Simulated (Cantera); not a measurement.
Charge: 1 mol H2O, a varied amount of SO2, 0.38 mol N2, held at 1675 °C and 10.0 Pa.

Method: chemical equilibrium by Gibbs-energy minimisation in Cantera with the NASA 1993 tables (ideal gas, pure condensed phases). Candidate condensed phases: H2O, H2SO4, S; 35 gas species. Rates play no part.

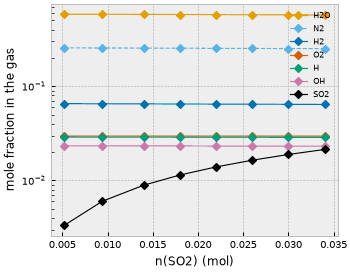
Figure. Equilibrium gas composition (values under 1e-9 drawn at 1e-9)

**Question.** Read off the mole fractions at 0.03 mol SO2.

**Answer.** H2O about 0.57, N2 about 0.25, H2 about 0.064, O2 about 0.030, H about 0.029, OH about 0.023, SO2 about 0.019.
